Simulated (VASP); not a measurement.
Band structure of PtAl (relaxed from the zinc blende structure, space group F-43m). Calculation: PBEsol GGA, VASP's PBE PAW potentials (set 64) (plane waves; VASP 6.6.1).

Unless said otherwise, spin-orbit coupling is left out, though it shifts the bands of the heavy elements here.

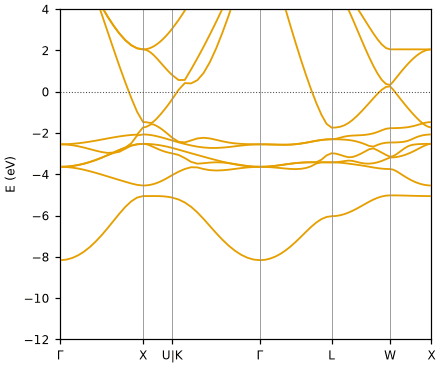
Bands along high-symmetry lines, zero at the valence-band maximum or, without a gap, the Fermi level

Q: Read the plot: is there a gap, and where are the band edges?

A: It has no gap at this level: it comes out as a metal or semimetal. (Edges off the drawn lines would not show.)

The structure was generated: PtAl was put into the zinc blende type (F-43m), which need not be its known phase. It was relaxed first, which changed the volume by -19 %. The electron count is odd and the run is not spin-polarised, which forces a metal.
